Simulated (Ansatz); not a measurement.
**GeAsH5 (quintet): from Hartree-Fock to the top rungs, cc-pVDZ**

Aim: climb from Hartree-Fock through coupled cluster for GeAsH5 (quintet) at one geometry and basis, and see what each rung misses.

Program: Ansatz 0.2.0, Gaussian basis. Level of theory: cc-pVDZ, core rule «outside noble gas», up to 28 orbitals frozen. These are calculated values, not measurements.

To be run: UHF; CCSD(T) on ROHF; CCSD(T) on UHF; BCCD(T) on ROHF; CISD; CCSDT(Q) on ROHF; CCSDT(Q) on UHF.

6 further runs of the same task are left out: 6 set aside as unsound or not needed.

## (1) The geometry

The geometry is a PBE0/def2-TZVP stationary point (not a proven minimum) of the parent state, kept for this charge and spin. No spin-orbit coupling is included. The filled d shell of Ge, As may be among the frozen orbitals whatever the setting's name suggests; the logs give the count.

7 atoms, charge 0, spin multiplicity 5.

Atoms are counted from 1 here; the program's logs count them from 0.

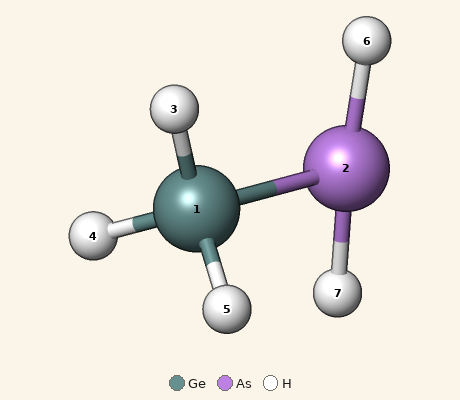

The geometry (germanium teal, arsenic purple, hydrogen white); atoms are numbered from 1 in the order of the file.

In the tables R marks a restricted open-shell determinant and U an unrestricted one; energies count from the table's Hartree-Fock row.

## (2) UHF

in.yaml

```yaml
crystal:
  periodic: [false, false, false]
  atoms:
    - {symbol: Ge, position_ang: [0.000000, 0.002482, 1.208209]}
    - {symbol: As, position_ang: [0.000000, -0.002052, -1.205799]}
    - {symbol: H, position_ang: [0.000000, 1.446730, 1.727162]}
    - {symbol: H, position_ang: [-1.250506, -0.736399, 1.711615]}
    - {symbol: H, position_ang: [1.250506, -0.736399, 1.711615]}
    - {symbol: H, position_ang: [0.000000, 1.671226, -1.344022]}
    - {symbol: H, position_ang: [0.000000, -1.671527, -1.250582]}
basis:
  gaussian: {orbitals: cc-pVDZ}
magnetization: {spin_polarized: true, initial_magnetization: 4}
hamiltonian: {xc: hf}
output: {orbitals: {seedname: orbitals}}
```

Run with:

```
$ ansatz run in.yaml --threads 1 --pin off --events-out ev --progress --plain --max-ram 4096MiB --backend cpu
```

What it wrote:

```text
Functional definition: HF
  name "HF"
  cite "Fock, Z. Phys. 61, 126 (1930) doi:10.1007/BF01340294"
  parent pbe
  exchange = exact_x
  correlation = 0
872 factors; integrals over basis functions are off by at most 1.1e-3 eV
mean field evaluation 1: about -117336.6814 eV, gradient 1.0e1 eV
mean field evaluation 2: about -117336.6980 eV, gradient 1.0e1 eV
mean field evaluation 4: about -117338.1346 eV, gradient 1.6e0 eV
mean field evaluation 8: about -117338.1915 eV, gradient 5.3e-3 eV
mean field evaluation 16: about -117333.5436 eV, gradient 7.2e0 eV
mean field -117338.19153003 eV, -4312.0990040457 hartree, gradient 1.9e-5 eV, S^2 6.043606; 2 other end points of the search recorded, 0 dependent functions left out
reference -117338.19153003 eV, -4312.0990040457 hartree; 37, 33 occupied and 42, 46 virtual orbitals, 872 factors
Total energy: -117338.19153003 eV, -4312.0990040457 hartree
```

Run time: 5.5 s. Hardware: 1 thread of AMD EPYC 7R13, shared host; peak memory 0.27 GiB.

From the report: ⟨S²⟩ of the determinant 6.044 (pure quintet: 6.00).

## (3) CCSD(T) on ROHF

in.yaml: that of step 2 with these lines changed.

```diff
@@ -12,4 +12,3 @@
   gaussian: {orbitals: cc-pVDZ}
-magnetization: {spin_polarized: true, initial_magnetization: 4}
-hamiltonian: {xc: hf}
-output: {orbitals: {seedname: orbitals}}
+magnetization: {spin_polarized: false, initial_magnetization: 4}
+correlation: {method: ccsd_t, electrons: outside_noble_gas}
```

Same command.

What it wrote:

```text
Functional definition: HF
  name "HF"
  cite "Fock, Z. Phys. 61, 126 (1930) doi:10.1007/BF01340294"
  parent pbe
  exchange = exact_x
  correlation = 0
872 factors; integrals over basis functions are off by at most 1.1e-3 eV
mean field evaluation 1: about -117336.5049 eV, gradient 1.2e1 eV
mean field evaluation 2: about -117336.5235 eV, gradient 1.2e1 eV
mean field evaluation 4: about -117337.8491 eV, gradient 1.6e0 eV
mean field evaluation 8: about -117337.8742 eV, gradient 1.2e-1 eV
mean field evaluation 16: about -117337.8552 eV, gradient 3.0e-1 eV
mean field evaluation 32: about -117334.2362 eV, gradient 9.7e0 eV
mean field evaluation 64: about -117335.6224 eV, gradient 5.5e-2 eV
mean field evaluation 96: about -117334.5811 eV, gradient 1.4e-2 eV
mean field evaluation 128: about -117332.8282 eV, gradient 1.0e1 eV
mean field -117337.87467122 eV, -4312.0873596994 hartree, gradient 2.7e-6 eV, S^2 6.000000; 5 other end points of the search recorded, 0 dependent functions left out
determinant -117337.87467122 eV, -4312.0873596994 hartree, with singles and doubles -117344.68123984 eV, -4312.3374964824 hartree
determinant -117335.94370534 eV, -4312.0163980122 hartree, with singles and doubles -117342.79936599 eV, -4312.2683388939 hartree
determinant -117335.62248489 eV, -4312.0045933784 hartree, with singles and doubles -117342.49730768 eV, -4312.2572384557 hartree
determinant -117334.58111230 eV, -4311.9663236415 hartree, with singles and doubles -117341.89580321 eV, -4312.2351335743 hartree
28 core orbitals not correlated: weight in the atoms' cores, before any rotation towards them, 0.999 or more for the frozen orbitals, at most 0.000 for the correlated occupied ones
reference -117337.87467122 eV, -4312.0873596994 hartree; 9, 5 occupied and 42, 46 virtual orbitals, 872 factors
second order -5.40287575 eV of doubles, -0.15451375 eV of singles
cycle   1  -6.80677144 eV  change   -2.0e-4 eV  update   8.7e-4
cycle   2  -6.80691595 eV  change   -1.4e-4 eV  update   6.7e-4
cycle   3  -6.80686324 eV  change    5.3e-5 eV  update   2.5e-4
cycle   4  -6.80679830 eV  change    6.5e-5 eV  update   1.3e-4
cycle   5  -6.80694724 eV  change   -1.5e-4 eV  update   5.0e-5
cycle   6  -6.80695944 eV  change   -1.2e-5 eV  update   2.5e-5
cycle   7  -6.80692671 eV  change    3.3e-5 eV  update   1.3e-5
cycle   8  -6.80691843 eV  change    8.3e-6 eV  update   5.3e-6
perturbative correction -0.18294267 eV, -0.0067230191 hartree
Total energy: -117344.86453232 eV, -4312.3442323567 hartree
```

Wall time 16 s (1 thread of AMD EPYC 7R13, shared host); peak memory 0.26 GiB.

From the report: correlation -6.9899 eV; T1 0.021; largest double amplitude 0.04.

## (4) CCSD(T) on UHF

in.yaml: that of step 3 with these lines changed.

```diff
@@ -12,3 +12,3 @@
   gaussian: {orbitals: cc-pVDZ}
-magnetization: {spin_polarized: false, initial_magnetization: 4}
+magnetization: {spin_polarized: true, initial_magnetization: 4}
 correlation: {method: ccsd_t, electrons: outside_noble_gas}
```

The command is unchanged.

What it wrote:

```text
Functional definition: HF
  name "HF"
  cite "Fock, Z. Phys. 61, 126 (1930) doi:10.1007/BF01340294"
  parent pbe
  exchange = exact_x
  correlation = 0
872 factors; integrals over basis functions are off by at most 1.1e-3 eV
mean field evaluation 1: about -117336.6814 eV, gradient 1.0e1 eV
mean field evaluation 2: about -117336.6980 eV, gradient 1.0e1 eV
mean field evaluation 4: about -117338.1346 eV, gradient 1.6e0 eV
mean field evaluation 8: about -117338.1915 eV, gradient 5.3e-3 eV
mean field evaluation 16: about -117338.1182 eV, gradient 1.6e0 eV
mean field evaluation 32: about -117336.2901 eV, gradient 8.7e-1 eV
mean field evaluation 64: about -117336.0270 eV, gradient 4.7e-3 eV
mean field -117338.19153003 eV, -4312.0990040457 hartree, gradient 2.3e-6 eV, S^2 6.043606; 2 other end points of the search recorded, 0 dependent functions left out
determinant -117338.19153003 eV, -4312.0990040457 hartree, with singles and doubles -117344.70119385 eV, -4312.3382297788 hartree
determinant -117336.32180847 eV, -4312.0302930458 hartree, with singles and doubles -117342.81460509 eV, -4312.2688989206 hartree
determinant -117336.02698371 eV, -4312.0194584357 hartree, with singles and doubles -117342.51531215 eV, -4312.2579001081 hartree
28 core orbitals not correlated: weight in the atoms' cores, before any rotation towards them, 0.999 or more for the frozen orbitals, at most 0.000 for the correlated occupied ones
reference -117338.19153003 eV, -4312.0990040457 hartree; 9, 5 occupied and 42, 46 virtual orbitals, 872 factors
second order -5.18006068 eV of doubles, -0.00000000 eV of singles
cycle   1  -6.50978125 eV  change   -1.2e-4 eV  update   7.8e-4
cycle   2  -6.50986688 eV  change   -8.6e-5 eV  update   6.0e-4
cycle   3  -6.50981617 eV  change    5.1e-5 eV  update   2.4e-4
cycle   4  -6.50978084 eV  change    3.5e-5 eV  update   1.3e-4
cycle   5  -6.50991299 eV  change   -1.3e-4 eV  update   4.8e-5
cycle   6  -6.50992179 eV  change   -8.8e-6 eV  update   2.2e-5
cycle   7  -6.50989201 eV  change    3.0e-5 eV  update   1.2e-5
cycle   8  -6.50988240 eV  change    9.6e-6 eV  update   5.0e-6
perturbative correction -0.17574039 eV, -0.0064583404 hartree
Total energy: -117344.87715283 eV, -4312.3446961518 hartree
```

Wall time 11 s (1 thread of AMD EPYC 7R13, shared host); peak memory 0.3 GiB.

From the report: ⟨S²⟩ of the determinant 6.044 (pure quintet: 6.00); correlation -6.6856 eV; T1 0.019; largest double amplitude 0.05.

## (5) BCCD(T) on ROHF

in.yaml: that of step 4 with these lines changed.

```diff
@@ -12,3 +12,3 @@
   gaussian: {orbitals: cc-pVDZ}
-magnetization: {spin_polarized: true, initial_magnetization: 4}
-correlation: {method: ccsd_t, electrons: outside_noble_gas}
+magnetization: {spin_polarized: false, initial_magnetization: 4}
+correlation: {method: bccd_t, electrons: outside_noble_gas}
```

Launched as before.

What it wrote:

```text
Functional definition: HF
  name "HF"
  cite "Fock, Z. Phys. 61, 126 (1930) doi:10.1007/BF01340294"
  parent pbe
  exchange = exact_x
  correlation = 0
872 factors; integrals over basis functions are off by at most 1.1e-3 eV
mean field evaluation 1: about -117336.5049 eV, gradient 1.2e1 eV
mean field evaluation 2: about -117336.5235 eV, gradient 1.2e1 eV
mean field evaluation 4: about -117337.8491 eV, gradient 1.6e0 eV
mean field evaluation 8: about -117337.8742 eV, gradient 1.2e-1 eV
mean field evaluation 16: about -117337.8552 eV, gradient 3.0e-1 eV
mean field evaluation 32: about -117334.2362 eV, gradient 9.7e0 eV
mean field evaluation 64: about -117335.6224 eV, gradient 5.5e-2 eV
mean field evaluation 96: about -117334.5811 eV, gradient 1.4e-2 eV
mean field evaluation 128: about -117332.8282 eV, gradient 1.0e1 eV
mean field -117337.87467122 eV, -4312.0873596994 hartree, gradient 2.7e-6 eV, S^2 6.000000; 5 other end points of the search recorded, 0 dependent functions left out
determinant -117337.87467122 eV, -4312.0873596994 hartree, with singles and doubles -117344.68123984 eV, -4312.3374964824 hartree
determinant -117335.94370534 eV, -4312.0163980122 hartree, with singles and doubles -117342.79936599 eV, -4312.2683388939 hartree
determinant -117335.62248489 eV, -4312.0045933784 hartree, with singles and doubles -117342.49730768 eV, -4312.2572384557 hartree
determinant -117334.58111230 eV, -4311.9663236415 hartree, with singles and doubles -117341.89580321 eV, -4312.2351335743 hartree
28 core orbitals not correlated: weight in the atoms' cores, before any rotation towards them, 0.999 or more for the frozen orbitals, at most 0.000 for the correlated occupied ones
reference -117337.87467122 eV, -4312.0873596994 hartree; 9, 5 occupied and 42, 46 virtual orbitals, 872 factors
second order -5.40287575 eV of doubles, -0.15451375 eV of singles
cycle   1  -6.80648686 eV  change    8.2e-5 eV  update   5.1e-3
cycle   2  -6.80462590 eV  change    1.9e-3 eV  update   2.2e-3
cycle   3  -6.80332375 eV  change    1.3e-3 eV  update   1.3e-3
cycle   4  -6.80329143 eV  change    3.2e-5 eV  update   5.4e-4
cycle   5  -6.80328052 eV  change    1.1e-5 eV  update   2.9e-4
cycle   6  -6.80327687 eV  change    3.7e-6 eV  update   1.4e-4
cycle   7  -6.80332366 eV  change   -4.7e-5 eV  update   5.7e-5
cycle   8  -6.80333654 eV  change   -1.3e-5 eV  update   3.0e-5
cycle   9  -6.80333334 eV  change    3.2e-6 eV  update   1.6e-5
perturbative correction -0.18627716 eV, -0.0068455593 hartree
Total energy: -117344.86428172 eV, -4312.3442231473 hartree
```

It took 16 s on 1 thread of AMD EPYC 7R13, shared host; peak memory 0.31 GiB.

From the report: correlation -6.9896 eV; largest double amplitude 0.04.

## (6) CISD

in.yaml: that of step 5 with these lines changed.

```diff
@@ -13,2 +13,2 @@
 magnetization: {spin_polarized: false, initial_magnetization: 4}
-correlation: {method: bccd_t, electrons: outside_noble_gas}
+correlation: {active_space: {ras: {orbitals: [5, 4, 42], electrons: 14, max_holes: 2, max_particles: 2}, fixed_orbitals: true}}
```

Launched as before.

What it wrote:

```text
Functional definition: HF
  name "HF"
  cite "Fock, Z. Phys. 61, 126 (1930) doi:10.1007/BF01340294"
  parent pbe
  exchange = exact_x
  correlation = 0
872 factors; integrals over basis functions are off by at most 1.1e-3 eV
mean field evaluation 1: about -117336.5049 eV, gradient 1.2e1 eV
mean field evaluation 2: about -117336.5235 eV, gradient 1.2e1 eV
mean field evaluation 4: about -117337.8491 eV, gradient 1.6e0 eV
mean field evaluation 8: about -117337.8742 eV, gradient 1.2e-1 eV
mean field evaluation 16: about -117337.8722 eV, gradient 2.4e-1 eV
mean field -117337.87467122 eV, -4312.0873596994 hartree, gradient 2.7e-6 eV, S^2 6.000000; 2 other end points of the search recorded, 0 dependent functions left out
reference -117337.87467122 eV, -4312.0873596994 hartree; 37, 33 occupied and 42, 46 virtual orbitals, 872 factors
state -117344.06700290 eV, -4312.3149236913 hartree
Total energy: -117344.06700290 eV, -4312.3149236913 hartree
```

Wall time 54 s (1 thread of AMD EPYC 7R13, shared host); peak memory 0.27 GiB.

From the report: 593,770 determinants.

## (7) CCSDT(Q) on ROHF

in.yaml: that of step 6 with these lines changed.

```diff
@@ -13,2 +13,2 @@
 magnetization: {spin_polarized: false, initial_magnetization: 4}
-correlation: {active_space: {ras: {orbitals: [5, 4, 42], electrons: 14, max_holes: 2, max_particles: 2}, fixed_orbitals: true}}
+correlation: {method: ccsdt_q, electrons: outside_noble_gas}
```

Run with:

```
$ ansatz run in.yaml --threads 2 --pin off --events-out ev --progress --plain --max-ram 24576MiB --backend cuda --devices 0, --max-vram 18GiB
```

What it wrote:

```text
Functional definition: HF
  name "HF"
  cite "Fock, Z. Phys. 61, 126 (1930) doi:10.1007/BF01340294"
  parent pbe
  exchange = exact_x
  correlation = 0
1600 factors; integrals over basis functions are off by at most 1.8e-7 eV
mean field evaluation 1: about -117336.4658 eV, gradient 1.2e1 eV
mean field evaluation 2: about -117336.5244 eV, gradient 1.2e1 eV
mean field evaluation 4: about -117337.8488 eV, gradient 1.6e0 eV
mean field evaluation 8: about -117337.8744 eV, gradient 1.2e-1 eV
mean field evaluation 16: about -117337.8166 eV, gradient 3.0e-1 eV
mean field evaluation 32: about -117334.2104 eV, gradient 9.7e0 eV
mean field evaluation 64: about -117335.6175 eV, gradient 6.5e-1 eV
mean field evaluation 96: about -117334.5813 eV, gradient 1.0e-1 eV
mean field -117337.87490069 eV, -4312.0873681323 hartree, gradient 6.9e-6 eV, S^2 6.000000; 4 other end points of the search recorded, 0 dependent functions left out
mean field evaluation 128: about -117338.1918 eV, gradient 2.1e-4 eV
determinant -117337.87490069 eV, -4312.0873681323 hartree, with singles and doubles -117344.68146779 eV, -4312.3375048592 hartree
determinant -117335.94399359 eV, -4312.0164086049 hartree, with singles and doubles -117342.79964104 eV, -4312.2683490020 hartree
determinant -117335.62282281 eV, -4312.0046057965 hartree, with singles and doubles -117342.49763816 eV, -4312.2572506010 hartree
28 core orbitals not correlated: weight in the atoms' cores, before any rotation towards them, 0.999 or more for the frozen orbitals, at most 0.000 for the correlated occupied ones
reference -117337.87490069 eV, -4312.0873681323 hartree; 9, 5 occupied and 42, 46 virtual orbitals, 1600 factors
second order -5.40291212 eV of doubles, -0.15451448 eV of singles
cycle   1  -6.44361791 eV  change   -8.8e-1 eV  update   8.6e-2
cycle   2  -6.94602913 eV  change   -5.0e-1 eV  update   3.8e-2
cycle   3  -7.02550173 eV  change   -7.9e-2 eV  update   1.6e-2
cycle   4  -7.02859857 eV  change   -3.1e-3 eV  update   7.3e-3
cycle   5  -7.03026460 eV  change   -1.7e-3 eV  update   2.7e-3
cycle   6  -7.02926254 eV  change    1.0e-3 eV  update   1.4e-3
cycle   7  -7.02970565 eV  change   -4.4e-4 eV  update   7.2e-4
cycle   8  -7.03030760 eV  change   -6.0e-4 eV  update   4.1e-4
cycle   9  -7.03013432 eV  change    1.7e-4 eV  update   2.4e-4
cycle  10  -7.02993137 eV  change    2.0e-4 eV  update   1.3e-4
cycle  11  -7.02998258 eV  change   -5.1e-5 eV  update   7.5e-5
cycle  12  -7.03002695 eV  change   -4.4e-5 eV  update   5.0e-5
cycle  13  -7.03006263 eV  change   -3.6e-5 eV  update   2.8e-5
cycle  14  -7.03003923 eV  change    2.3e-5 eV  update   1.6e-5
cycle  15  -7.03001358 eV  change    2.6e-5 eV  update   8.8e-6
cycle  16  -7.03001268 eV  change    9.0e-7 eV  update   4.6e-6
cycle  17  -7.03001541 eV  change   -2.7e-6 eV  update   2.6e-6
cycle  18  -7.03001755 eV  change   -2.1e-6 eV  update   1.5e-6
cycle  19  -7.03001792 eV  change   -3.7e-7 eV  update   8.8e-7
perturbative correction -0.00688322 eV, -0.0002529536 hartree
Total energy: -117344.91180183 eV, -4312.3459694793 hartree
```

It took 16 s on 1 × H100 (card shared with other runs) with 2 threads of AMD EPYC 7R13, shared host; peak host memory 0.9 GiB.

From the report: correlation -7.0369 eV; T1 0.021; largest double amplitude 0.04.

## (8) CCSDT(Q) on UHF

in.yaml: that of step 7 with these lines changed.

```diff
@@ -12,3 +12,3 @@
   gaussian: {orbitals: cc-pVDZ}
-magnetization: {spin_polarized: false, initial_magnetization: 4}
+magnetization: {spin_polarized: true, initial_magnetization: 4}
 correlation: {method: ccsdt_q, electrons: outside_noble_gas}
```

Launched as before.

What it wrote:

```text
Functional definition: HF
  name "HF"
  cite "Fock, Z. Phys. 61, 126 (1930) doi:10.1007/BF01340294"
  parent pbe
  exchange = exact_x
  correlation = 0
1600 factors; integrals over basis functions are off by at most 1.8e-7 eV
mean field evaluation 1: about -117336.6439 eV, gradient 1.0e1 eV
mean field evaluation 2: about -117336.6969 eV, gradient 1.0e1 eV
mean field evaluation 4: about -117338.1349 eV, gradient 1.6e0 eV
mean field evaluation 8: about -117338.1918 eV, gradient 5.0e-3 eV
mean field evaluation 16: about -117338.0804 eV, gradient 1.6e0 eV
mean field evaluation 32: about -117336.2892 eV, gradient 8.7e-1 eV
mean field evaluation 64: about -117336.0273 eV, gradient 4.8e-3 eV
mean field -117338.19176237 eV, -4312.0990125842 hartree, gradient 1.2e-6 eV, S^2 6.043607; 2 other end points of the search recorded, 0 dependent functions left out
determinant -117338.19176237 eV, -4312.0990125842 hartree, with singles and doubles -117344.70142177 eV, -4312.3382381546 hartree
determinant -117336.32209534 eV, -4312.0303035880 hartree, with singles and doubles -117342.81488603 eV, -4312.2689092451 hartree
determinant -117336.02732180 eV, -4312.0194708603 hartree, with singles and doubles -117342.51560608 eV, -4312.2579109095 hartree
28 core orbitals not correlated: weight in the atoms' cores, before any rotation towards them, 0.999 or more for the frozen orbitals, at most 0.000 for the correlated occupied ones
reference -117338.19176237 eV, -4312.0990125842 hartree; 9, 5 occupied and 42, 46 virtual orbitals, 1600 factors
second order -5.18009412 eV of doubles, -0.00000000 eV of singles
cycle   1  -6.09051090 eV  change   -9.1e-1 eV  update   8.8e-2
cycle   2  -6.63438982 eV  change   -5.4e-1 eV  update   4.2e-2
cycle   3  -6.71781647 eV  change   -8.3e-2 eV  update   1.8e-2
cycle   4  -6.72563438 eV  change   -7.8e-3 eV  update   8.1e-3
cycle   5  -6.72755177 eV  change   -1.9e-3 eV  update   2.7e-3
cycle   6  -6.72683063 eV  change    7.2e-4 eV  update   1.3e-3
cycle   7  -6.72714166 eV  change   -3.1e-4 eV  update   6.8e-4
cycle   8  -6.72764037 eV  change   -5.0e-4 eV  update   4.1e-4
cycle   9  -6.72741756 eV  change    2.2e-4 eV  update   2.4e-4
cycle  10  -6.72729115 eV  change    1.3e-4 eV  update   1.2e-4
cycle  11  -6.72734947 eV  change   -5.8e-5 eV  update   7.3e-5
cycle  12  -6.72738843 eV  change   -3.9e-5 eV  update   4.6e-5
cycle  13  -6.72741166 eV  change   -2.3e-5 eV  update   2.7e-5
cycle  14  -6.72738347 eV  change    2.8e-5 eV  update   1.6e-5
cycle  15  -6.72736061 eV  change    2.3e-5 eV  update   8.6e-6
cycle  16  -6.72735959 eV  change    1.0e-6 eV  update   4.6e-6
cycle  17  -6.72736190 eV  change   -2.3e-6 eV  update   2.6e-6
cycle  18  -6.72736334 eV  change   -1.4e-6 eV  update   1.5e-6
perturbative correction -0.00691772 eV, -0.0002542217 hartree
Total energy: -117344.92604344 eV, -4312.3464928488 hartree
```

It took 15 s on 1 × H100 (card shared with other runs) with 2 threads of AMD EPYC 7R13, shared host; peak host memory 0.87 GiB.

From the report: ⟨S²⟩ of the determinant 6.044 (pure quintet: 6.00); correlation -6.7343 eV; T1 0.019; largest double amplitude 0.05.

## (9) Misses and costs

The yardstick is UCCSDT(Q), where the cluster series has nearly closed. Rows without a time come out of other runs: HF, MP2 and CCSD of CCSD(T), CCSDT of CCSDT(Q).

Differences are taken before rounding.

| method | energy from the lowest ROHF (kcal/mol) | from UCCSDT(Q) (kcal/mol) | time |
| --- | --- | --- | --- |
| ROHF | 0.00 | +162.61 |  |
| UHF | -7.31 | +155.30 |  |
| RMP2 | -128.16 | +34.45 |  |
| UMP2 | -126.76 | +35.85 |  |
| CISD | -142.80 | +19.81 | 54 s |
| RCCSD | -156.97 | +5.64 |  |
| UCCSD | -157.43 | +5.18 |  |
| RCCSD(T) | -161.19 | +1.42 | 16 s |
| UCCSD(T) | -161.48 | +1.13 | 11 s |
| BCCD(T) | -161.18 | +1.42 | 16 s |
| RCCSDT | -162.12 | +0.49 |  |
| UCCSDT | -162.45 | +0.16 |  |
| RCCSDT(Q) | -162.28 | +0.33 | 16 s (GPU) |
| UCCSDT(Q) | -162.61 | 0 | 15 s (GPU) |

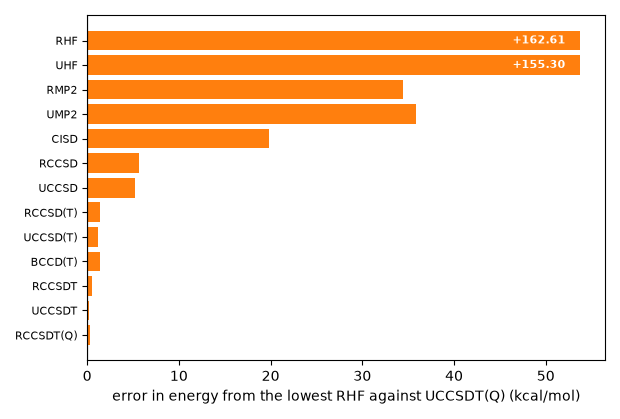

Deviations from UCCSDT(Q), method by method. Bars with a number in them are cut short.

Some runs used a GPU and others CPU threads alone; cost is compared among the CPU runs only.

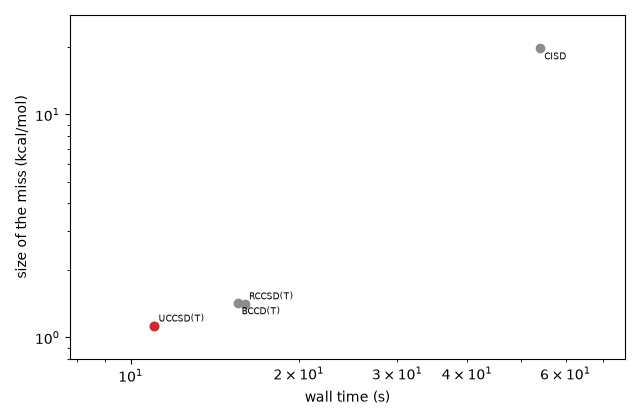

Miss against cost. Red marks the levels that no quicker level drawn beats. Times are from a shared host.

## (10) Outcome

| quantity | value |
| --- | --- |
| UCCSDT(Q) from the ROHF energy | -7.0514 eV |
| RMP2 from UCCSDT(Q) | +34.45 kcal/mol |
| UMP2 from UCCSDT(Q) | +35.85 kcal/mol |
| RCCSD from UCCSDT(Q) | +5.64 kcal/mol |
| RCCSD(T) from UCCSDT(Q) | +1.42 kcal/mol |
| UCCSD(T) from UCCSDT(Q) | +1.13 kcal/mol |
| RCCSDT(Q) from UCCSDT(Q) | +0.33 kcal/mol |
| levels within 1 kcal/mol (43 meV) | RCCSDT, UCCSDT, RCCSDT(Q) |
| T1 diagnostic | 0.021 |

**Reading.** RCCSD(T) misses by +1.42 kcal/mol, 0.9 % of the correlation energy. These misses are within one basis, not against nature; the frozen cores of restricted and unrestricted runs differ, which can shift their rows.

With open shells the CI space here admits some triples and quadruples, so it is larger than plain CISD.

UCCSD(T) reaches 1.13 kcal/mol from the reference in 11 s.
